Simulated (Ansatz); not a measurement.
Pressure series in W2C

The parent structure is W₂C (space group P-3m1, No. 164; a = 3.035 Å, c = 4.656 Å).

Cell and atoms are relaxed at each pressure.

Level of theory: PBE-D3(BJ) (Ansatz, a quantum-chemistry and plane-wave program; PAW; 420 eV plane waves; scalar-relativistic without spin-orbit coupling).

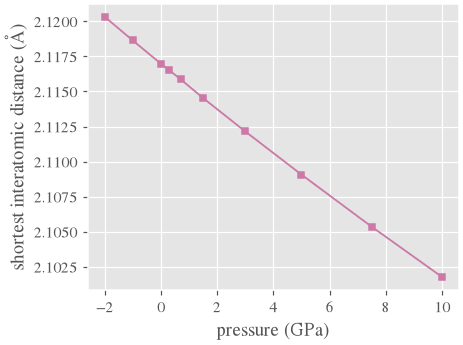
Shortest interatomic distance against pressure

Task: From the plot, what is the shortest interatomic distance for pressure 0.3 GPa?

Result: About 2.117 Å.

Task: Is the trend monotonic over the range shown?

Result: Yes, it falls throughout, spanning 2.102 Å to 2.120 Å.

Load acts through the strain it causes; cell and atoms are relaxed under it. Whether these cells are dynamically stable was not tested. No other phases were tried under pressure. All final runs are without spin polarisation.
